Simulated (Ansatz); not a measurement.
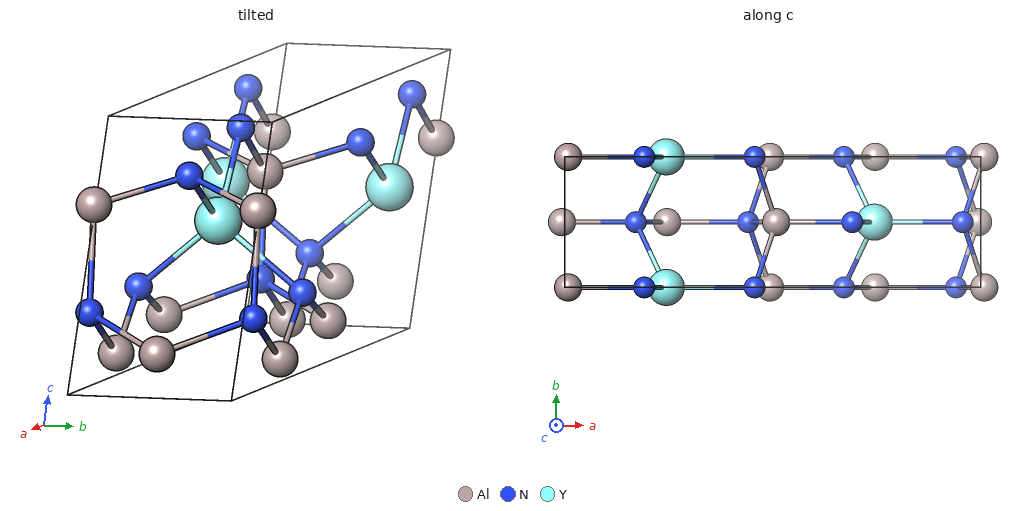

Drawn in the ball-and-stick manner and seen slightly off an axis and along the c axis. The frame is the conventional unit cell; atoms at its boundary are shown with their periodic copies.

YAl$_{3}$N$_{4}$, space group Cm (No. 8), a = 11.844 Å, b = 3.270 Å, c = 5.734 Å, α = 90.00°, β = 118.33°, γ = 90.00°. Starting structure: a structure type filled with these elements by a generator (whether the compound takes this form wasn't checked). Earlier steps of the study, as a rule a relaxation of our own, may have changed the cell and positions, so they can lie some per cent off the listed ones. It was the input of a calculation with Ansatz.

This one geometry was computed with Ansatz (DFT, plane waves, PAW) at five levels of theory: r2SCAN, HSE06, PBE, PBE0 and PBE with spin-orbit coupling. It was relaxed beforehand with r2SCAN.

Which level gives the highest pressure at this volume, and what does that say about its equilibrium volume?

Highest: PBE (3.2 GPa) and PBE with spin-orbit coupling (3.2 GPa), which points to the largest equilibrium volume. Lowest, with the smallest volume: HSE06 (-0.8 GPa) and PBE0 (-0.8 GPa). Levels within 0.5 GPa of each other can't be told apart.

How does the band gap change with the level of theory?

PBE with spin-orbit coupling: a gap of 2.49 eV, indirect; PBE: a gap of 2.49 eV, indirect; r2SCAN: a gap of 2.99 eV, indirect; HSE06: a gap of 3.71 eV, indirect; PBE0: a gap of 4.42 eV, indirect.

Collect the results in a table.

| level | cutoff (eV) | k-mesh of the run's cell | gap (eV) | pressure (GPa) |
| --- | --- | --- | --- | --- |
| r2SCAN | 500 | 8×8×6 | 2.99 | 0.0 |
| HSE06 | 420 | 6×6×4 | 3.71 | -0.8 |
| PBE | 420 | 8×8×6 | 2.49 | 3.2 |
| PBE0 | 420 | 6×6×4 | 4.42 | -0.8 |
| PBE with spin-orbit coupling | 420 | 8×8×6 | 2.49 | 3.2 |

Gaps are taken on the k-mesh or band path of each run.
